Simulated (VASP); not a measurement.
Energy against volume of GdN (rock salt). All values below come from rev-vdW-DF2, VASP's PBE PAW potentials (set 64) (plane waves; VASP).

The 4f electrons are frozen in the core of the lanthanide potential, so 4f levels, which can set the real gap, and their magnetism are missing.

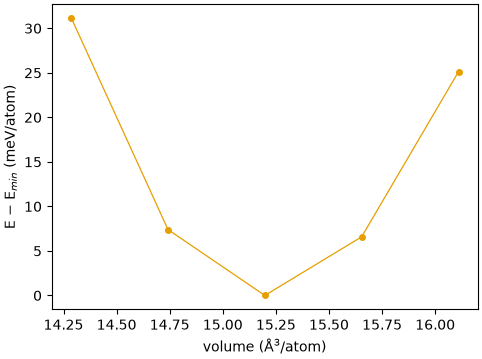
Fig. 1. Energy against volume

### Question
Estimate the equilibrium volume and the bulk modulus.

### Answer
The minimum lies near 15.2 Å³/atom, and the curvature gives B0 of about 160 GPa.

Measured: bulk modulus 192 GPa (computed value off by -14.9 %), as given by K Doll, Journal of Physics Condensed Matter (2008), arXiv:0801.3152; a 4.974 Å (computed value off by -0.4 %), as given by F. Natali et al., Progress in Materials Science (2013), arXiv:1208.2410. The calculation is for a static lattice, while the measured bulk modulus, a hold thermal and zero-point effects, which are part of the difference.

The compound is GdN in the rock salt structure. It was relaxed first.
